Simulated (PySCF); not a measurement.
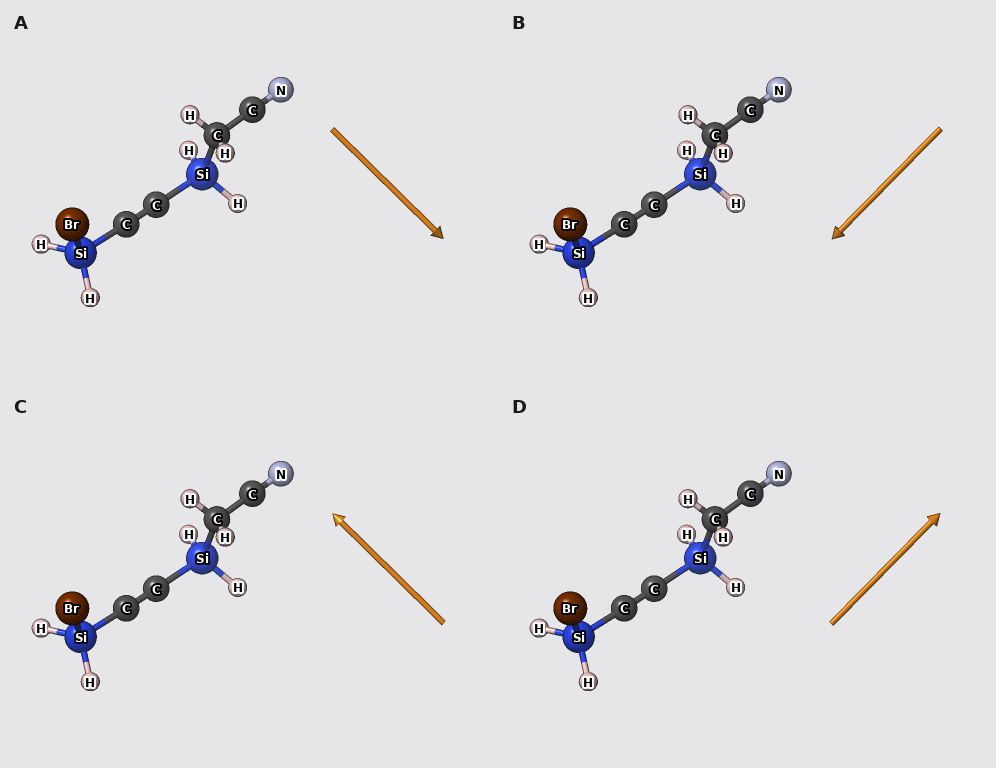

The same molecule four times, each with an arrow. The computed structure is the end point of a GFN2-xTB optimisation. No frequency run is at hand to confirm it as a minimum. Properties computed with ωB97X-D/def2-SVPD, gas phase (PySCF 2.14.0).

Question: Which arrow points along the dipole moment, from the negative to the positive end?

Answer: B. The dipole moment is 3.96 D.

The geometry is semi-empirical. Around Br, Si such bond lengths and angles can be off by a tenth of an ångström or more and by several degrees, and values that hang on the shape move with them.
